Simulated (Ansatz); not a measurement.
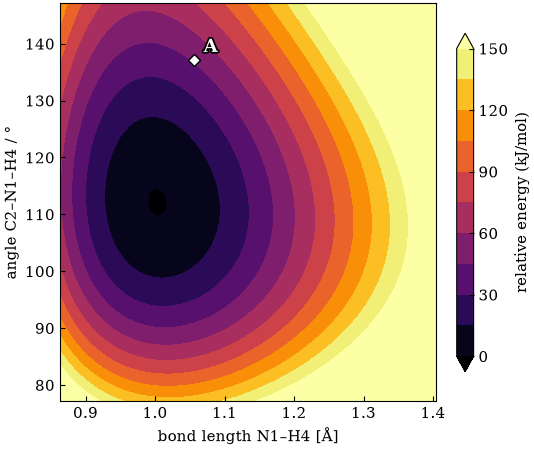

CH₃NSe, SMILES N=C[SeH]. The first coordinate is: bond length N1–H4; the second: angle C2–N1–H4. Nothing is relaxed (all other coordinates rigid). The scan uses a 15 × 15 grid. Points are written as (first, second). Energies: kJ/mol, counted from the lowest grid point. Method: RHF/def2-TZVP in Ansatz.

The picture shows filled contours, one colour for all values above the top of the scale, the point A. Between grid points the surface is interpolated.

Q: Is A at rest? If not, where is it pushed?

A: A, at (1.056 Å, 137.1°), is not a stationary point. The computed force is 260 kJ/mol for each Å towards smaller values of bond length N1–H4 and 2.7 kJ/mol for each degree towards smaller values of angle C2–N1–H4.
